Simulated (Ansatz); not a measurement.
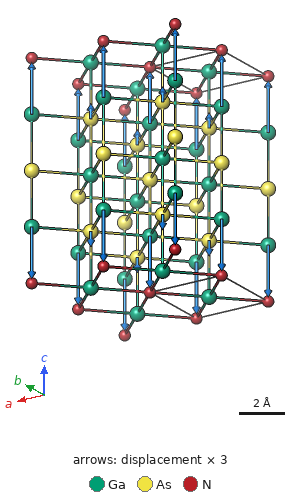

This is a relaxation of crystalline Ga4As3N (a generated structure, set up in P4/mmm) (coarse preliminary run). The starting structure is drawn; blue arrows show the displacements (the part carried along by the change of the cell is left out), magnified 3 times.

The picture is a ball-and-stick view of the cell of the calculation, repeated 2 × 2 × 1 with one cell outlined, seen from a free direction.

These are results of DFT PBE, scalar-relativistic, plane waves, PAW (Ansatz), not measurements. (plane-wave cutoff 420 eV; k-point mesh 4 × 4 × 2; occupations gaussian; smearing width 0.1 eV; no spin polarisation; cell and atoms relaxed; force threshold 0.04 eV/Å; at most 70 steps)

What did the optimiser do to the structure, and how much energy did it gain?

Over 7 accepted moves (8 points after the start) the energy falls by 1.897 eV per cell of the calculation. Largest force component: 0.94 eV/Å at the start, 0.022 eV/Å at the end. The pressure goes from −5.54 to −0.10 GPa. At 1 point the geometry stayed and the basis and grid were re-selected for the new cell (energy shift of 3.3 meV per cell of the calculation at most each time). The largest moves relative to the cell, 0.84 Å, are those of Ga atoms. Largest moves by element: Ga 0.84 Å, As 0.25 Å. N stays in place. The drawn cell changes as follows: a = b 3.807 → 3.667 Å (−3.7 %), c 10.769 → 11.077 Å (+2.9 %); the volume changes by −4.6 %. Near-neighbour distances that change, for instance: As–Ga 2.692 → 3.607 Å, Ga–N 2.692 → 1.932 Å, As–Ga 2.692 → 3.023 Å, As–Ga 2.692 → 2.516 Å. Bonds break: As–Ga (2.69 → 3.61 Å). Bond angles that change, for instance: As–Ga–As 180.0° → 154.6°, Ga–As–Ga 180.0° → 154.6°, Ga–As–Ga 90.0° → 77.3°. The space group stays P4/mmm (No. 123).

Limits of the set-up: the k-point mesh is coarse for a cell with partly filled bands.
